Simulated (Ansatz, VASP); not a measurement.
# Se (Selenium): VASP beside Ansatz, part 2 of 2

Wanted: the spread between two codes on one cell, functional and k mesh.

VASP 6.6.1 and Ansatz 0.2.0.

So far: The starting structure; VASP: band structure, PBE0.

**3. Ansatz: band structure, PBE0**

Level of this step: Ansatz beside VASP: Kohn-Sham DFT, plane waves, PBE0 (Ansatz).

Ansatz runs on its default PAW (the set named soft_2) files.

The same cell, functional, mesh and smearing now go to Ansatz, which takes its cutoff from its data sets.

Contents of input.yaml:

```yaml
crystal:
  lattice:
    - [4.3662, 0.0, 0.0]
    - [-2.1831, 3.781240118, 0.0]
    - [0.0, 0.0, 4.9536]
  atoms:
    - { symbol: Se, position: [0.7746, 0.7746, 0.0] }
    - { symbol: Se, position: [0.0, 0.2254, 0.6666666667] }
    - { symbol: Se, position: [0.2254, 0.0, 0.3333333333] }
hamiltonian:
  xc: pbe0
  pseudopotentials: { kind: paw }
kpoints:
  mp_grid: { grid: [4, 4, 3] }
  band_path:
    path:
      - [0.0, 0.0, 0.0]
      - [0.44444, 0.0, 0.0]
      - [0.38889, 0.22222, 0.0]
      - [0.18519, 0.18519, 0.0]
      - [0.0, 0.0, 0.11111]
      - [0.0, 0.0, 0.5]
      - [0.44444, 0.0, 0.5]
      - [0.5, 0.0, 0.5]
      - [0.38889, 0.22222, 0.5]
      - [0.33333, 0.33333, 0.5]
      - [0.18519, 0.18519, 0.5]
      - [0.5, 0.0, 0.38889]
      - [0.33333, 0.33333, 0.0]
      - [0.33333, 0.33333, 0.5]
    npoints: 1
scf:
  occupations: { method: gaussian, width: 0.03 }
  n_extra_bands: 7
output:
  forces: true
  stress: true
  eigenvalues: true
```

The run is started by

```
$ ansatz run input.yaml --threads 4 --pin off --max-ram 9216MiB --backend cpu --events-out ev --progress --plain --runs-dir out
```

Numbers of over 12 decimals in the logs are rounded to 6 here.

What it wrote:

```text
Warning: output.stress: scf.convergence.dr2_threshold = 1e-7 eV (the SCF's general default) is looser than the 3e-10 eV advised for a printed stress (1e-10 eV for each atom of the cell: 3). What an SCF threshold leaves in a stress goes as its square root, and in the free energy as the threshold itself, and one threshold admits the most on a small cell: [figures from the program's tests cut] Set scf.convergence.dr2_threshold to 3e-10 eV or tighter. The threshold is an SCF's pass mark: one that does not reach it within its budget of iterations ends unconverged, or closes short of it on a stop that the run arms, and scf.convergence.dr2_threshold's page says what that costs each kind of run
Warning: output.stress: scf.exx.energy_threshold = 1e-6 eV is looser than the 3e-8 eV advised for a stress under a hybrid functional (1e-8 eV for each atom of the cell: 3). Every SCF of the exchange loop can meet its threshold on dr2 while the loop round them stops early: no threshold on dr2 bounds what that leaves in the stress. Set scf.exx.energy_threshold to 3e-8 eV or tighter. The threshold is the loop's pass mark: a loop that does not reach it within its budget of cycles ends unconverged, and scf.exx.energy_threshold's page has the law
scf.n_extra_bands = 7 over 24 filled bands (N_el = 48.0): the run solves 31 bands
Engine: ansatz 0.2.0, aarch64-unknown-linux-gnu
Pseudopotentials: kind: paw
Pseudopotential: Se, paw, valence charge 16, recommended cutoff 420 eV (normal), Se.paw.azcp
Functional definition: PBE0
  parameter a = 0.25
  parameter kappa = 0.804
  parameter beta = 0.066725
  exchange = (1 - a)*pbe_x(kappa = kappa, mu = beta*pi^2/3) + a*exact_x
  correlation = pbe_c(beta = beta)
Crystal: 3 atoms, lattice volume = 81.782 Å³
Basis set: ecut = 420 eV, 1583 PW (Γ), exchange–correlation on 60×60×72 points (8 copies of the dense FFT grid, shifted against one another)
Bands: 31, of which v1, the nominal top of the filled ones, is band 24 counted from 1 (23 counted from 0)
Symmetry: 6 space group operations
Space group: P3121 (ITA 152), of the structure as read, at distance tolerance 4.3e-5 Å
k-points: 9 of 48 (time reversal used)
Non-local potential: Se, projectors of the file, l = 0: 2, l = 1: 2, l = 2: 3, l = 3: 1
PAW form: soft (Blöchl's): semilocal exchange-correlation on the pseudo side does not see the compensation charge
PAW frozen core: Se, regenerated for the run's functional, and the local potential with it (the file was generated under x = pbe(κ = 0.804, μ = 0.219515), c = pbe(β = 0.066725))
PAW one-centre angular grid: Se, 590 points (default); XC on 64 Gauss nodes
Initial density: superposition of atomic densities (neutral atoms: chi_scale 0, normalization atom), corrected by the library's trained network
Initial wavefunctions: pseudopotential atomic-orbital guess
Functional: x = pbe(κ = 0.804, μ = 0.219515), c = pbe(β = 0.066725), warm-up for x = 0.75 pbe(κ = 0.804, μ = 0.219515) + 0.25 exact, c = pbe(β = 0.066725)
SCF iter   1: F=—  HF=-16407.198965 eV  |F-HF|=—  |Δ(HF+E_count)|=         —  Δρ=1.44e-3  dr2=1.01e-3  ethr=1.77e-3  ⟨swp⟩=7.4  Hψ=1139  notcnv=0
preconditioner: auto → none  [insulator: Δε(μ)=1.593 eV  Ē_g=11.737 eV  σ=0.030 eV  W_gap=1.00  n_scr=20 (ndim 8)  ℏωp=17.4 eV  f_vac=0.095  D(μ)=0.00/eV (n_scr^D=0)]
SCF iter   2: F=-16407.200196 eV  HF=-16407.199852 eV  |F-HF|=3.44e-4  |Δ(HF+E_count)|=   8.87e-4  Δρ=6.59e-4  dr2=1.56e-4  ethr=2.10e-6  ⟨swp⟩=4.3  Hψ=848  notcnv=0  defer=3
SCF 1 stopped early in 2 iterations: F = -16407.200196 eV  dr2 = 1.56e-4
  greatest PAW one-centre occupation: 1.000 electrons in one spin orbital (limit 2), on the Se atom at site 2 (counted from 0), in its partial waves of l = 2
Initial density: handed on by an earlier stage of this run
Initial wavefunctions: those handed on with the density
Functional: x = 0.75 pbe(κ = 0.804, μ = 0.219515) + 0.25 exact, c = pbe(β = 0.066725)
Frozen-core exchange: fock
SCF iter   1: F=—  HF=-16411.200683 eV  |F-HF|=—  |Δ(HF+E_count)|=         —  Δρ=4.87e-3  dr2=1.05e-2  ethr=3.24e-6  ⟨swp⟩=5.9  Hψ=1193  notcnv=0
preconditioner: auto → none  [insulator: Δε(μ)=3.019 eV  Ē_g=13.920 eV  σ=0.030 eV  W_gap=1.00  n_scr=20 (ndim 8)  ℏωp=17.4 eV  f_vac=0.096  D(μ)=0.00/eV (n_scr^D=0)]
SCF iter   2: F=—  HF=-16411.188892 eV  |F-HF|=—  |Δ(HF+E_count)|=   1.18e-2  Δρ=2.15e-3  dr2=2.62e-3  ethr=3.24e-6  ⟨swp⟩=4.0  Hψ=908  notcnv=0
iter 3 solved again at ethr=2.30e-7 eV; its pass at ethr=3.24e-6 eV (dr2=1.11e-4 eV) is discarded
SCF iter   3: F=—  HF=-16411.188313 eV  |F-HF|=—  |Δ(HF+E_count)|=   5.78e-4  Δρ=5.77e-4  dr2=3.89e-3  ethr=2.30e-7  ⟨swp⟩=2.0  Hψ=990  notcnv=0
SCF iter   4: F=—  HF=-16411.209944 eV  |F-HF|=—  |Δ(HF+E_count)|=   2.16e-2  Δρ=9.68e-4  dr2=6.33e-4  ethr=2.20e-7  ⟨swp⟩=4.0  Hψ=991  notcnv=0
SCF iter   5: F=—  HF=-16411.209753 eV  |F-HF|=—  |Δ(HF+E_count)|=   1.91e-4  Δρ=9.93e-5  dr2=2.08e-4  ethr=2.20e-7  ⟨swp⟩=3.0  Hψ=711  notcnv=0
SCF iter   6: F=—  HF=-16411.210645 eV  |F-HF|=—  |Δ(HF+E_count)|=   8.92e-4  Δρ=2.34e-4  dr2=4.63e-5  ethr=1.87e-8  ⟨swp⟩=4.0  Hψ=875  notcnv=0
SCF iter   7: F=-16411.210682 eV  HF=-16411.210685 eV  |F-HF|=2.25e-6  |Δ(HF+E_count)|=   3.99e-5  Δρ=7.03e-5  dr2=8.02e-6  ethr=1.87e-8  ⟨swp⟩=4.2  Hψ=632  notcnv=0  defer=1
SCF 2 stopped early in 7 iterations: F = -16411.210682 eV  dr2 = 8.02e-6
  Residual-converged pass: ⟨swp⟩=4.0  Hψ=793  notcnv=0  max |occ|·‖R‖ = 6.6e-6 eV (tolerance 6.7e-6 eV)  dr2=7.97e-6  dr2_onsite=1.85e-7  max |Δocc| = 0.0e0
  greatest PAW one-centre occupation: 1.000 electrons in one spin orbital (limit 2), on the Se atom at site 1 (counted from 0), in its partial waves of l = 2
hybrid outer 1: dexx = +2.756e-2 eV, tail = 4.41e-4 eV
Frozen-core exchange: fock
SCF iter   1: F=—  HF=-16411.211345 eV  |F-HF|=—  |Δ(HF+E_count)|=         —  Δρ=5.53e-5  dr2=1.45e-6  ethr=4.60e-6  ⟨swp⟩=2.4  Hψ=562  notcnv=0
preconditioner: auto → none  [insulator: Δε(μ)=3.096 eV  Ē_g=13.948 eV  σ=0.030 eV  W_gap=1.00  n_scr=20 (ndim 8)  ℏωp=17.4 eV  f_vac=0.100  D(μ)=0.00/eV (n_scr^D=0)]
SCF iter   2: F=—  HF=-16411.211350 eV  |F-HF|=—  |Δ(HF+E_count)|=   5.14e-6  Δρ=2.67e-5  dr2=6.54e-7  ethr=2.24e-9  ⟨swp⟩=4.0  Hψ=996  notcnv=0
SCF iter   3: F=—  HF=-16411.211350 eV  |F-HF|=—  |Δ(HF+E_count)|=   2.43e-7  Δρ=5.35e-6  dr2=3.85e-7  ethr=5.75e-10  ⟨swp⟩=3.0  Hψ=721  notcnv=0
SCF iter   4: F=—  HF=-16411.211351 eV  |F-HF|=—  |Δ(HF+E_count)|=   1.45e-6  Δρ=7.13e-6  dr2=3.31e-8  ethr=2.25e-11  ⟨swp⟩=5.0  Hψ=1041  notcnv=0
SCF iter   5: F=—  HF=-16411.211351 eV  |F-HF|=—  |Δ(HF+E_count)|=   2.50e-8  Δρ=2.19e-6  dr2=2.73e-9  ethr=2.25e-11  ⟨swp⟩=3.7  Hψ=661  notcnv=0  defer=3
SCF iter   6: F=—  HF=-16411.211351 eV  |F-HF|=—  |Δ(HF+E_count)|=   4.80e-9  Δρ=1.32e-6  dr2=1.29e-9  ethr=4.77e-12  ⟨swp⟩=3.2  Hψ=716  notcnv=0
SCF iter   7: F=-16411.211351 eV  HF=-16411.211351 eV  |F-HF|=6.18e-11  |Δ(HF+E_count)|=   2.55e-9  Δρ=1.79e-7  dr2=3.75e-10  ethr=1.77e-12  ⟨swp⟩=3.0  Hψ=711  notcnv=0
SCF 3 converged in 7 iterations: F = -16411.211351 eV  dr2 = 3.75e-10
  Residual-converged pass: ⟨swp⟩=2.0  Hψ=493  notcnv=0  max |occ|·‖R‖ = 5.3e-7 eV (tolerance 5.4e-7 eV)  dr2=3.75e-10  dr2_onsite=1.08e-10  max |Δocc| = 0.0e0
hybrid outer 2: dexx = +2.098e-6 eV, tail = 1.35e-7 eV, Δε = 4.18e-3 eV (about 2.12e-4 eV left of the loop's levels), ΔF = 1.69e-2 eV/Å (tail 3.99e-3)
Frozen-core exchange: fock
SCF iter   1: F=—  HF=-16411.211352 eV  |F-HF|=—  |Δ(HF+E_count)|=         —  Δρ=1.52e-6  dr2=1.57e-9  ethr=1.40e-9  ⟨swp⟩=7.7  Hψ=632  notcnv=0
preconditioner: auto → none  [insulator: Δε(μ)=3.097 eV  Ē_g=13.948 eV  σ=0.030 eV  W_gap=1.00  n_scr=20 (ndim 8)  ℏωp=17.4 eV  f_vac=0.100  D(μ)=0.00/eV (n_scr^D=0)]
SCF iter   2: F=-16411.211352 eV  HF=-16411.211352 eV  |F-HF|=5.82e-11  |Δ(HF+E_count)|=   1.66e-9  Δρ=4.12e-7  dr2=5.15e-10  ethr=2.36e-12  ⟨swp⟩=4.0  Hψ=899  notcnv=0
SCF 4 converged in 2 iterations: F = -16411.211352 eV  dr2 = 5.15e-10
  Residual-converged pass: ⟨swp⟩=2.0  Hψ=399  notcnv=0  max |occ|·‖R‖ = 7.6e-7 eV (tolerance 7.9e-7 eV)  dr2=5.16e-10  dr2_onsite=7.21e-11  max |Δocc| = 0.0e0
hybrid outer 3: dexx = +1.824e-9 eV, tail = 1.24e-9 eV, Δε = 5.08e-5 eV (about 1.10e-5 eV left of the loop's levels), ΔF = 7.52e-4 eV/Å (tail 7.25e-4)
NSCF: frozen V_eff on 14 k-points
hybrid SCF converged: 3 outer / 16 inner (+2 warm-up), last move |dexx| = 1.82e-9 eV, tail = 1.24e-9 eV
Stability not checked: this state was not tested for a lower state beside it, because the functional holds exact exchange (a hybrid, or Hartree-Fock), whose exchange loop this test does not read (fock_operator; see scf.lower_state_search)
Free energy (F): -16411.211352 eV
Frozen-core exchange: fock
Harris-Foulkes:  -16411.211352 eV  (|F-HF|=5.82e-11)
Internal energy: -16411.211352 eV  (E = F + TS)
E sigma→0 (E₀):  -16411.211352 eV
Fermi energy:    7.250831 eV
--- Per-component energies (eV) ---
  E_band       = -1394.474928
  E_kinetic    = 349.258227
  E_local      = -7735.215834  (includes V_loc(G=0)·N_el)
  E_nonlocal   = -1783.973742
  E_hartree    = 3789.391736
  E_xc         = -239.118662
  E_vxc        = -225.402759  (∫ρ·V_xc dr)
  E_exx        = -224.090738  (= α·E_x^exact, valence–valence)
  E_paw        = -5582.599131  (= ΣΔE_a)
  E_vpaw       = 870.258862  (= ΣTr[D̂ρ^β])
  E_aug_tail   = -0.001820  (compensation charges beyond the density's cutoff)
  E_ewald      = -4981.574654
  E_core_change = -3.286733  (= ΣΔE_core)
  E_smearing   = -0.000000  (= −TS)
  E_closure    = 0.000000  (closes the sum)
  Σ components = -16411.211352   (vs F -16411.211352, Δ=-7.28e-12)
--- Forces (eV/Å), atoms counted from 1 ---
  atom   1  Se     0.10063962     0.17431294     0.00000000
  atom   2  Se     0.10063962    -0.17431294    -0.00000000
  atom   3  Se    -0.20127924    -0.00000000    -0.00000000
  max |Σ_I F_I| component: 8.33e-17 eV/Å
--- Stress (GPa, compression-positive) ---
        0.865884       0.000000      -0.000000
       -0.000000       0.865884       0.000000
       -0.000000       0.000000       0.197946
  P = ⅓ Tr σ = 0.6432 GPa (6.432 kbar)
--- Band table (eV; the first three rows and the last of 9) ---
  k-point 0: bands = [... 20 lower, 1.9640, 3.6520, 3.6520, 5.4472, 9.5184, 9.5184, 9.7936, 13.7854, ... 3 higher]
  k-point 1: bands = [... 20 lower, 2.3641, 3.9043, 4.4243, 4.7263, 8.7988, 8.9281, 9.0194, 14.1275, ... 3 higher]
  k-point 2: bands = [... 20 lower, 2.1017, 3.7233, 4.2130, 5.0571, 9.4585, 9.5898, 10.4420, 13.5530, ... 3 higher]
  k-point 8: bands = [... 20 lower, 1.5778, 3.8692, 4.8423, 5.7023, 9.1994, 10.2401, 10.8424, 13.9623, ... 3 higher]
```

The job ended after 36 s (4 threads of Arm Neoverse V2, shared host; peak memory 0.82 GiB; 2.2 min of CPU time).

**4. Differences**

Known differences besides the PAW data sets themselves: exact exchange at q = 0 is treated differently, which shows on coarse meshes; VASP keeps PBE cores, Ansatz makes them for the functional; the data sets hold 48 valence electrons in Ansatz (default PAW (the set named soft_2) files) and 18 in VASP; the cutoff is 420 eV in Ansatz and 350 eV in VASP; VASP takes a coarser grid for exact exchange (PRECFOCK = Fast). Total energies have different zeros and are not compared.

Both answers:

| quantity | Ansatz | VASP | difference |
| --- | --- | --- | --- |
| gap over the path points (eV) | 2.331 | 2.316 | +0.016 |

Forces (eV/Å; atoms numbered as in POSCAR):

| atom | Ansatz x, y, z | VASP x, y, z |
| --- | --- | --- |
| Se1 | 0.101, 0.174, 0.000 | 0.123, 0.213, 0.000 |
| Se2 | 0.101, -0.174, 0.000 | 0.123, -0.213, 0.000 |
| Se3 | -0.201, 0.000, 0.000 | -0.246, 0.000, 0.000 |

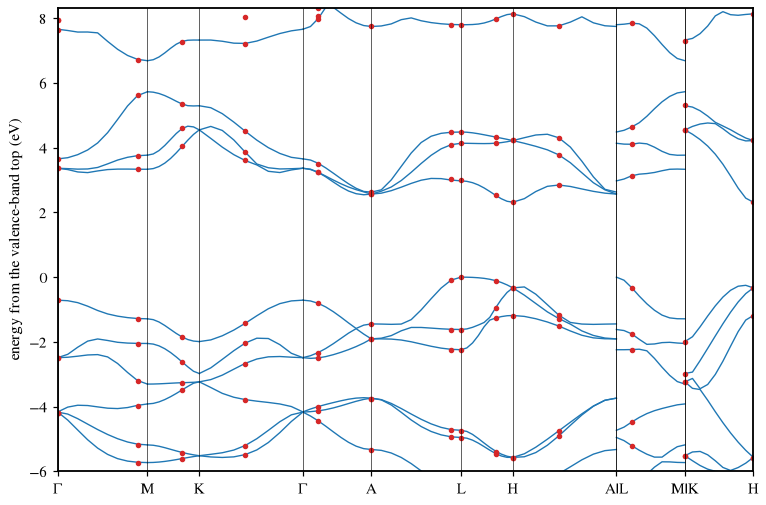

Bands from VASP (lines) and levels from Ansatz (dots). Dots without a line are higher empty bands that the VASP plot leaves out.

Levels at points of the path, from each program's valence-band top (eV; 4 filled, then empty):

| k (reciprocal lattice) | Ansatz | VASP |
| --- | --- | --- |
| 0.000 0.000 0.000 | -4.18 -2.49 -2.49 -0.70 3.37 3.37 3.65 | -4.16 -2.49 -2.49 -0.71 3.36 3.36 3.65 |
| 0.444 0.000 0.000 | -3.98 -3.20 -2.06 -1.28 3.34 3.76 5.62 | -3.96 -3.19 -2.05 -1.28 3.33 3.75 5.61 |
| 0.389 0.222 0.000 | -3.50 -3.27 -2.63 -1.85 4.04 4.60 5.36 | -3.49 -3.26 -2.62 -1.85 4.03 4.59 5.35 |
| 0.185 0.185 0.000 | -3.80 -2.67 -2.04 -1.43 3.61 3.86 4.51 | -3.78 -2.66 -2.04 -1.43 3.60 3.86 4.51 |
| 0.000 0.000 0.111 | -4.00 -2.50 -2.34 -0.80 3.24 3.25 3.51 | -4.00 -2.50 -2.33 -0.81 3.24 3.24 3.52 |
| 0.000 0.000 0.500 | -3.75 -1.92 -1.92 -1.46 2.56 2.56 2.64 | -3.74 -1.91 -1.91 -1.45 2.57 2.57 2.63 |
| 0.444 0.000 0.500 | -4.72 -2.24 -1.62 -0.09 3.02 4.09 4.48 | -4.71 -2.23 -1.61 -0.09 3.00 4.09 4.48 |
| 0.500 0.000 0.500 | -4.74 -2.25 -1.63 0.00 2.99 4.14 4.49 | -4.73 -2.24 -1.62 0.00 2.97 4.14 4.48 |
| 0.389 0.222 0.500 | -5.40 -1.27 -0.95 -0.11 2.55 4.14 4.33 | -5.38 -1.26 -0.95 -0.11 2.53 4.14 4.33 |
| 0.333 0.333 0.500 | -5.59 -1.19 -0.33 -0.33 2.33 4.22 4.22 | -5.57 -1.18 -0.33 -0.33 2.32 4.22 4.22 |

The forces differ by 26 meV/Å r.m.s., which is 18.3 % of the r.m.s. force of 0.14 eV/Å (both taken over all components). Among the levels compared (up to four filled and three empty ones at each point), filled levels agree within 24 meV and empty ones within 18 meV.

**5. What moves the difference**

The difference is large enough to ask for its cause, so further runs change the set-up of one program at a time, as the table lists.

| run | r.m.s. force difference (meV/Å) |
| --- | --- |
| as above | 26 |
| cores kept as stored, as VASP does | 25 |
| Ansatz's larger PAW set (cutoff 580 eV) | 23 |

**6. Outcome**

```
r.m.s. force difference (band structure, PBE0) : 26 meV/Å
```

In words: The r.m.s. force difference is 26 meV/Å (band structure, PBE0), beyond the 12 meV/Å picked in this series as the mark of a large difference. For band structure, PBE0: no further run halves the r.m.s. force difference; only Ansatz's side was varied. 1 further run on this material is not shown. How closely two codes agree says nothing of how well the functional describes the real material.

[Lines on the potential files, build, host, timing and source positions are cut from VASP's logs without a mark.]

[Logs are printed without paths, hosts, clocks, repeated set-up lines and the standing remarks that a program may print on its own settings, such as how far it seeks lower states.]

[Hosts, paths, dates, database ids (printed as entryN), source tags and the programs' standing remarks are cut or masked in the printed files.]
